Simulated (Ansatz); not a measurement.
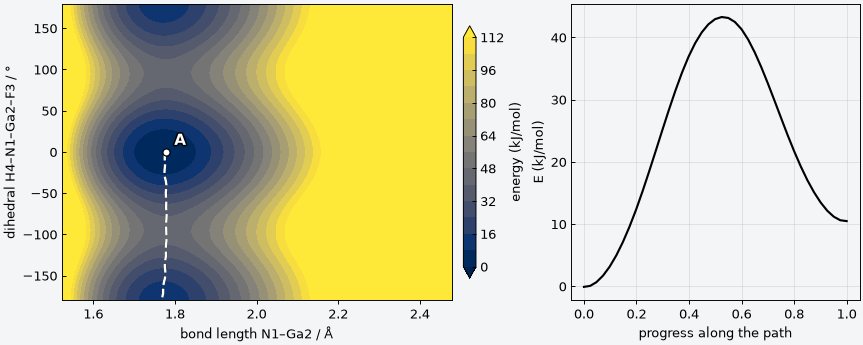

FGaH2N, SMILES [NH-][GaH][F], charge −1. 
- Coordinates scanned: (1) bond length N1–Ga2; (2) dihedral H4–N1–Ga2–F3.
- Nothing is relaxed (all other coordinates rigid).
- Grid: 9 × 10 points; 54 points were computed and 36 follow by symmetry.
- Points are written as (first, second).
- All energies are given in kJ/mol relative to the lowest grid point.
- Computed with RKS PBE0-D4/def2-TZVPD in Ansatz 0.2.0.

Drawn: filled contours, a line along the lowest path, one colour for all values above the top of the scale, the energy along the path at the right, the start A. Between grid points the surface is interpolated.

Describe the path and its barrier.

The easiest path leads from the well at (1.761 Å, 0°) to the well at (1.761 Å, −180°), about 11 kJ/mol higher. Its highest point lies about 43 kJ/mol above the bottom of the first well on the interpolated surface, at about (1.78 Å, −95°). Seen from the upper well the barrier is about 33 kJ/mol. The start is the relaxed structure and all else is held, so a fully relaxed path at this level can only be lower.
